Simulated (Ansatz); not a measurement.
CH5N2 (SMILES N[CH]N) (doublet)

```yaml
atoms:
  - { symbol: N, position_ang: [-0.6415, 0.7002, -0.7928] }
  - { symbol: C, position_ang: [0.1252, 0.3263, 0.3400] }
  - { symbol: N, position_ang: [0.7877, -0.9236, 0.2407] }
  - { symbol: H, position_ang: [-1.3583, 0.0102, -1.0252] }
  - { symbol: H, position_ang: [-1.1120, 1.5894, -0.6367] }
  - { symbol: H, position_ang: [0.7695, 1.1328, 0.7163] }
  - { symbol: H, position_ang: [1.2863, -1.1408, 1.1014] }
  - { symbol: H, position_ang: [0.1431, -1.6945, 0.0563] }
```

Level of theory: Ansatz, UKS B3LYP/def2-SVP.

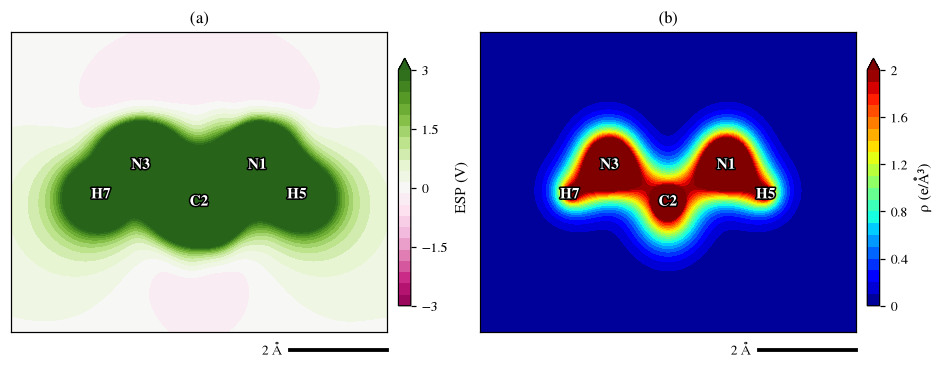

Figure 1. (a) molecular electrostatic potential; (b) total electron density on the plane of atoms N1, C2 and N3.

> What do the fields say about this system?

The section cuts through N, C and H sites.
C–N (1.42 Å): the density is about 2.1 e/Å³ at the midpoint.
N–H (1.02 Å): the density is about 2.8 e/Å³ at the midpoint.
Outside the dense part of the molecule the potential is most negative (−0.4 V) near H4 and H8, which lies off the plane.

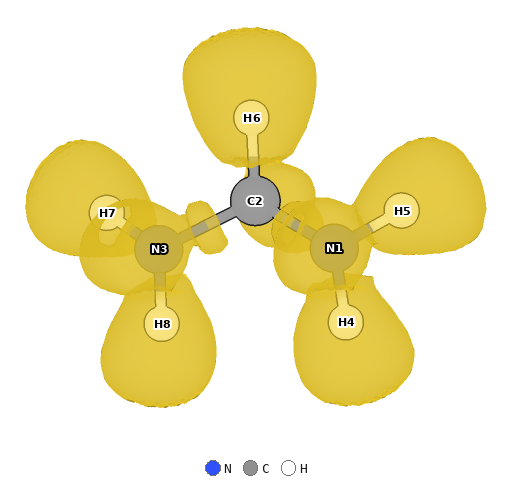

Figure 2. Isosurface of the ELF at 0.8 (yellow), seen at a tilt. Only the valence region is drawn (cores and ρ < 0.01 e/Å³ removed).

> What do the ELF domains correspond to?

At this value the surface marks out one region around a hydrogen nucleus and two joined regions spread over several atoms (H, N), in which their bonds and any lone pairs are merged. Along the contacts the grid gives the following. C–N (1.42 Å): the ELF peaks at about 0.95 between the atoms; a covalent bond. N–H (1.02 Å): the ELF climbs to about 1 towards the hydrogen, as it does in any bond to H: a covalent bond by its length.

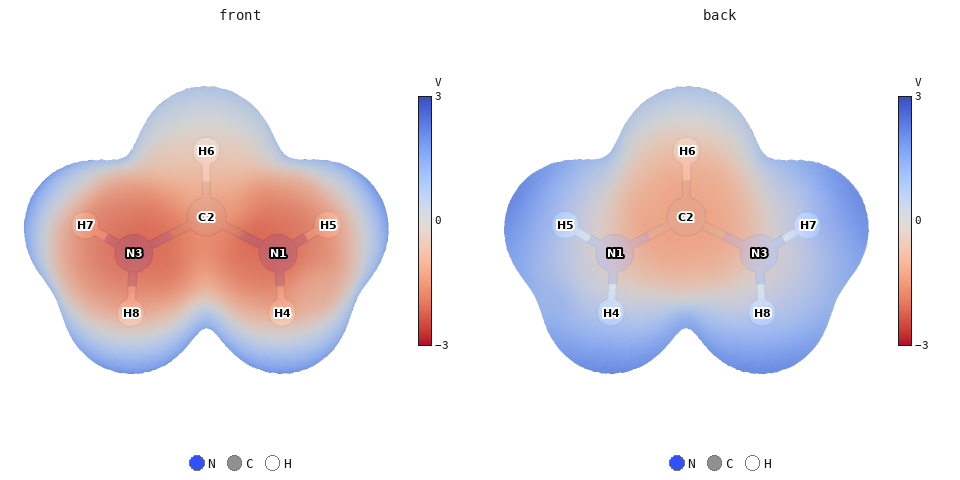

Figure 3. The molecular electrostatic potential painted on the density surface at 0.004 e/bohr³, seen from the front and from behind; the colour scale runs from red (negative) to blue (positive).

> Describe the electrostatic potential map.

The most negative region (about −2.2 V) lies over N1 and N3, the most positive (about +1.9 V) over H4, H5, H7 and H8.
